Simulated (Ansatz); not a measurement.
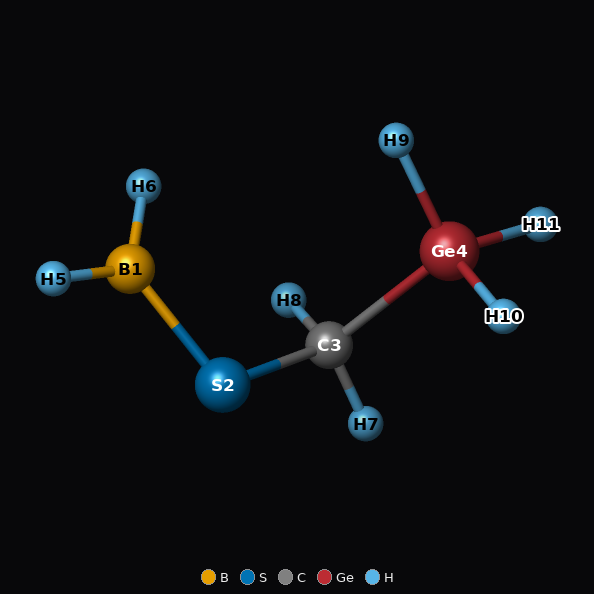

Atoms carry their numbers in the input. Computed geometry: PBE0-D4/def2-TZVP optimisation. No frequency run is at hand to confirm it as a minimum.

**How are the neighbours of atom 4 arranged?**

Ge4 has 4 neighbours (C3 at 1.97, H9 at 1.54, H10 at 1.54, H11 at 1.54 Å); the arrangement is tetrahedral.

**How are the neighbours of atom 2 arranged?**

S2 has 2 neighbours (B1 at 1.75, C3 at 1.81 Å); the arrangement is bent.

**What is the geometry at C3?**

C3 has 4 neighbours (S2 at 1.81, Ge4 at 1.97, H7 at 1.09, H8 at 1.09 Å); the arrangement is tetrahedral.

**What is the geometry at B1?**

B1 has 3 neighbours (S2 at 1.75, H5 at 1.19, H6 at 1.19 Å); the arrangement is trigonal planar.

**What is the dihedral angle B1–S2–C3–Ge4?**

83° in size, that is about perpendicular.
